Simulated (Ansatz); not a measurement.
# WSi2 (I4/mmm): Drude plasma energy along x against volume

The cell of WSi2 (I4/mmm) is scaled evenly and the response computed anew at each volume, on one mesh. The atoms keep their fractional positions. x, y and z are the Cartesian axes of the input cell.

Symmetry: I4/mmm, No. 139, tetragonal system. Conventional cell: a = 3.214 Å, b = 3.214 Å, c = 7.830 Å, α = 90.00°, β = 90.00°, γ = 90.00°. W on site a is surrounded by 10 Si at 2.62 Å. Si on site e has 5 Si at 2.59 to 2.63 Å and 5 W at 2.62 Å as nearest neighbours.

Method: Ansatz 0.2.0, PBE, independent particles, k-mesh 20×20×20 with interpolation inside its cells, Gaussian parameter 0.1 eV.

Launch of the response step: `ansatz run input.yaml --threads 4 --pin off --max-ram 8192MiB --backend cpu --events-out ev --progress --plain --runs-dir out`. The series took 28.4 min in all, on 4 threads of Intel(R) Xeon(R) Processor @ 2.50GHz (Skylake/Cascade Lake), with other jobs on the host.

| V/V₀ | V (Å³, primitive cell) | Drude plasma energy along x (eV) |
| --- | --- | --- |
| 0.94 | 38.01 | 2.7557 |
| 0.96 | 38.82 | 2.7087 |
| 0.98 | 39.63 | 2.6635 |
| 1.00 | 40.44 | 2.6206 |
| 1.02 | 41.24 | ? |
| 1.04 | 42.05 | 2.5484 |
| 1.06 | 42.86 | 2.5211 |

For small changes the quantity should be close to linear in ln V.

Working, on the rows shown:

| x = ln(V/V₀) | y = Drude plasma energy along x |
| --- | --- |
| -0.0618754 | 2.7557 |
| -0.040822 | 2.7087 |
| -0.0202027 | 2.6635 |
| 0 | 2.6206 |
| 0.0392207 | 2.5484 |
| 0.0582689 | 2.5211 |

Means: x̄ = -0.0042351, ȳ = 2.6363. Σ(x − x̄)(y − ȳ) = -0.02105, Σ(x − x̄)² = 0.01073. Slope = -0.02105 / 0.01073 = -1.962; intercept = ȳ − slope · x̄ = 2.628. The line misses the rows shown by up to 0.0074 eV, in a bent pattern, so a parabola y = c₀ + c₁x + c₂x² is fitted. The sums Σx = -0.025410484, Σx² = 0.01083668, Σx³ = -5.4996726e-05, Σx⁴ = 3.1495593e-05, Σy = 15.818, Σxy = -0.088042688 and Σx²y = 0.028631274 in the three normal equations give c₀ = 2.6213, c₁ = -1.959, c₂ = 3.719; the parabola misses the rows by at most 0.0018 eV.

Problem. Predict the last column of the withheld row from the fit.

Solution. At x = 0.019803 the parabola gives y = 2.584 eV. The run gave 2.5817 eV, so the interpolation is off by 0.0023 eV, 1.0 % of the range in the table.

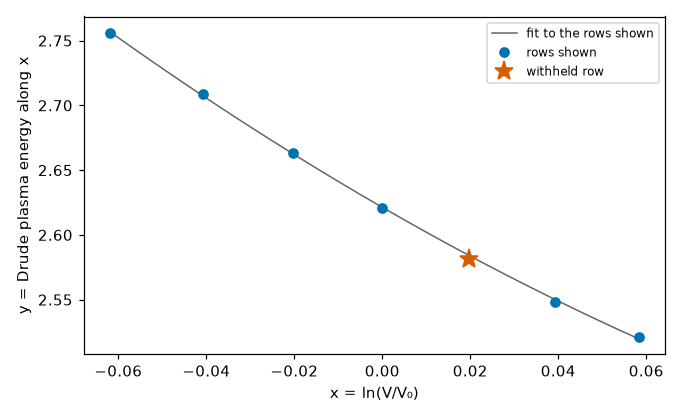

Between the rows on either side of x = 0 the slope is (2.5817 − 2.6635) / (0.019803 − (-0.020203)) = -2.045. So d ln ωp/d ln V = -0.78; free electrons would give −0.50. The values come from a sum over the points of one k-mesh and carry its error, which is largest for Fermi-surface quantities. Spin-orbit coupling is left out.
